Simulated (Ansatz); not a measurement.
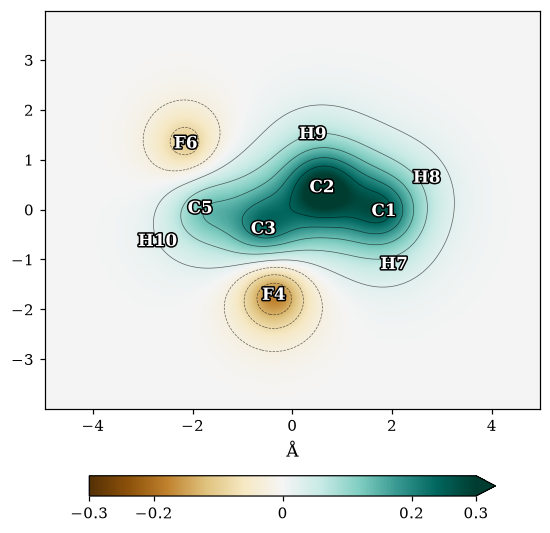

Figure. C₄H₄F₂ (SMILES C=CC(F)=CF). The HOMO−1 on a plane 0.8 Å above the molecular plane (values in Å⁻³ᐟ²; the overall sign is arbitrary).

Geometry: PBE0-D4/def2-TZVP.

Level of theory: RKS PBE0-D4/def2-TZVPP (Ansatz 0.2.0).

```xyz
10

C    -0.4809   -1.6786    0.6125
C    -0.1256   -0.3959    0.6212
C     0.1360    0.3709   -0.5707
F     0.0048   -0.2746   -1.7397
C     0.4938    1.6518   -0.6302
F     0.6479    2.3716    0.4824
H    -0.5951   -2.2273   -0.3143
H    -0.6661   -2.2095    1.5372
H    -0.0129    0.1478    1.5525
H     0.6814    2.1927   -1.5480
```

What is the character of this orbital?

Its weight (Hirshfeld) is mainly on C2 (about 35 %), C1 (about 20 %), C3 (about 15 %) and F4 (about 10 %); it changes sign across the molecular plane (π type); π-bonding across C1–C2 and C2–C3; π-antibonding (a node) across C3–F4. Its energy is −9.17 eV.
